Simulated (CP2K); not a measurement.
# CH4BFOSi (SMILES O=CB[SiH2]F): GFN1-xTB

Aim: the vertical ionisation energy of CH4BFOSi at GFN1-xTB, from 2 runs. 

Program for the calculation: CP2K 2026.2.

2 further runs of the same task are left out: 2 set aside as unsound or not needed.

### 1 Starting point

CH4BFOSi has 9 atoms, charge 0, and is taken as a singlet. As SMILES, `O=CB[SiH2]F`. Geometry: relaxed at PBE0-D4/def2-TZVP. This is one conformer, not always the lowest.

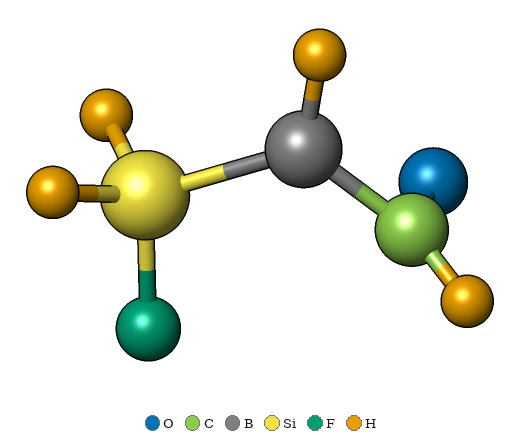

Viewed from a chosen angle; oxygen blue, carbon green, boron grey, silicon yellow, fluorine teal, hydrogen amber.

### 2 A single-point energy at GFN1-xTB

File molecule.xyz:

```xyz
9

O     -0.789500     0.780400     1.703800
C     -0.128300     1.442100     0.910400
B      0.628100     0.188700     0.495800
Si    -0.077200    -1.007600    -0.945000
F     -1.360800    -0.349200    -1.659700
H     -0.262400     2.525000     0.778500
H      1.608700    -0.084900     1.121700
H      0.964000    -1.202600    -1.991900
H     -0.494200    -2.338100    -0.430900
```

File job.inp:

```
&GLOBAL
  PROJECT_NAME job
  RUN_TYPE ENERGY
  PRINT_LEVEL MEDIUM
&END GLOBAL

&FORCE_EVAL
  METHOD Quickstep
  &DFT
    CHARGE 0
    MULTIPLICITY 1
    &QS
      METHOD XTB
      EPS_DEFAULT 1.0E-10
      &XTB
        GFN_TYPE TBLITE
        &TBLITE
          METHOD GFN1
        &END TBLITE
        CHECK_ATOMIC_CHARGES F
      &END XTB
    &END QS
    &POISSON
      PERIODIC NONE
      POISSON_SOLVER ANALYTIC
    &END POISSON
    &SCF
      SCF_GUESS ATOMIC
      EPS_SCF 1.0E-07
      MAX_SCF 150
      ADDED_MOS 8
      &DIAGONALIZATION
        ALGORITHM STANDARD
      &END DIAGONALIZATION
      &MIXING
        METHOD DIRECT_P_MIXING
        ALPHA 0.4
      &END MIXING
      &SMEAR ON
        METHOD FERMI_DIRAC
        ELECTRONIC_TEMPERATURE [K] 300
      &END SMEAR
    &END SCF
    # extra output
    &PRINT
      &MOMENTS
        PERIODIC F
        REFERENCE COM
        MAX_MOMENT 1
      &END MOMENTS
      &MO ON
        ENERGIES T
        OCCUPATION_NUMBERS T
        NDIGITS 6
        &EACH
          QS_SCF 0
        &END EACH
        ADD_LAST NUMERIC
      &END MO
      &HIRSHFELD OFF
      &END HIRSHFELD
    &END PRINT
  &END DFT
  &SUBSYS
    &CELL
      ABC [angstrom] 13 14.9 13.7
      PERIODIC NONE
    &END CELL
    &TOPOLOGY
      COORD_FILE_NAME molecule.xyz
      COORD_FILE_FORMAT XYZ
      &CENTER_COORDINATES
      &END CENTER_COORDINATES
    &END TOPOLOGY
  &END SUBSYS
&END FORCE_EVAL
```

Started as:

```sh
$ OMP_NUM_THREADS=1 cp2k.psmp -i job.inp > job.out 2>&1
```

The program printed:

```text
CP2K| version string:                                       CP2K version 2026.2
[...]
 GLOBAL| Method name                                                        CP2K
[...]
 GLOBAL| Run type                                                         ENERGY
[...]
                             - Atoms:                                          9
[...]
                             - Spherical basis functions:                     33
[...]
 Number of electrons:                                                         28
[...]
  *** SCF run converged in    17 steps ***
[...]
  Fermi energy:                                                -0.34101100921831
[...]
 TB_DIPOLE| Moment [Debye]          2.52076850       0.79348370      -1.00901051
 TB_DIPOLE| Derivative [a.u.]       0.00000000       0.00000000       0.00000000
[...]
 ENERGY| Total FORCE_EVAL ( QS ) energy [hartree]            -17.391455358784654
[...]
```

Wall time 0.24 s (1 thread of Arm Neoverse V2, shared host).

### 3 The doublet cation

molecule.xyz is that of step 2.

File qs.inp:

```
&GLOBAL
  PROJECT_NAME qs
  RUN_TYPE ENERGY
  PRINT_LEVEL MEDIUM
&END GLOBAL

&FORCE_EVAL
  METHOD QS
  &DFT
    CHARGE 1
    MULTIPLICITY 2
    UNRESTRICTED_KOHN_SHAM T
    # Quickstep
    &QS
      METHOD XTB
      EPS_DEFAULT 1.0E-10
      &XTB
        GFN_TYPE TBLITE
        &TBLITE
          METHOD GFN1
        &END TBLITE
        CHECK_ATOMIC_CHARGES F
      &END XTB
    &END QS
    # cluster boundary conditions
    &POISSON
      PERIODIC NONE
      POISSON_SOLVER ANALYTIC
    &END POISSON
    # self-consistent field
    &SCF
      SCF_GUESS ATOMIC
      EPS_SCF 1.0E-07
      MAX_SCF 150
      ADDED_MOS 8
      &DIAGONALIZATION
        ALGORITHM STANDARD
      &END DIAGONALIZATION
      &MIXING
        METHOD DIRECT_P_MIXING
        ALPHA 0.4
      &END MIXING
      &SMEAR ON
        METHOD FERMI_DIRAC
        ELECTRONIC_TEMPERATURE [K] 300
        FIXED_MAGNETIC_MOMENT 1.0
      &END SMEAR
    &END SCF
    # extra output
    &PRINT
      &MOMENTS
        PERIODIC F
        REFERENCE COM
        MAX_MOMENT 1
      &END MOMENTS
      &MO ON
        ENERGIES T
        OCCUPATION_NUMBERS T
        NDIGITS 6
        &EACH
          QS_SCF 0
        &END EACH
        ADD_LAST NUMERIC
      &END MO
      &HIRSHFELD OFF
      &END HIRSHFELD
    &END PRINT
  &END DFT
  &SUBSYS
    &CELL
      ABC 13 14.9 13.7
      PERIODIC NONE
    &END CELL
    &TOPOLOGY
      COORD_FILE_NAME molecule.xyz
      COORD_FILE_FORMAT XYZ
      &CENTER_COORDINATES
      &END CENTER_COORDINATES
    &END TOPOLOGY
  &END SUBSYS
&END FORCE_EVAL
```

Started as:

```sh
$ OMP_NUM_THREADS=1 cp2k.psmp -i qs.inp -o qs.out
```

The program printed:

```text
CP2K| version string:                                       CP2K version 2026.2
[...]
 GLOBAL| Method name                                                        CP2K
[...]
 GLOBAL| Run type                                                         ENERGY
[...]
                             - Atoms:                                          9
[...]
                             - Spherical basis functions:                     33
[...]
 Number of electrons:                                                         14
[...]
  *** SCF run converged in    23 steps ***
[...]
  Fermi energy:                                                -0.60374693509038
[...]
 TB_DIPOLE| Moment [Debye]          4.76989589       0.01528588      -0.46269132
 TB_DIPOLE| Derivative [a.u.]       0.00000000       0.00000000       0.00000000
[...]
 ENERGY| Total FORCE_EVAL ( QS ) energy [hartree]            -16.861127174125418
[...]
```

It took 0.28 s on 1 thread of Arm Neoverse V2, shared host.

### 4 What came out

At GFN1-xTB:

```
                                                   quantity         value
                             singlet CH4BFOSi: total energy  -17.39146 Eh
singlet CH4BFOSi: dipole moment (from atomic charges alone)        2.83 D
                              singlet CH4BFOSi: HOMO energy     -11.59 eV
                              singlet CH4BFOSi: LUMO energy      -8.38 eV
                            singlet CH4BFOSi: HOMO–LUMO gap       3.21 eV
                        singlet CH4BFOSi: dispersion energy  -6.88 kJ/mol
                               doublet cation: total energy  -16.86113 Eh
         doublet cation: HOMO energy (highest over α and β)     -17.57 eV
          doublet cation: LUMO energy (lowest over α and β)     -17.28 eV
                          doublet cation: dispersion energy  -6.88 kJ/mol
         vertical ionisation energy (to the doublet cation)     14.431 eV
```

**Reading.** Removing an electron at fixed nuclei costs 14.43 eV (1392 kJ/mol). No empirical shift is applied, and without it xTB methods put this difference several eV too high. The dipole (singlet CH4BFOSi) comes from point charges on the atoms alone, without atomic dipoles, so it is partial.
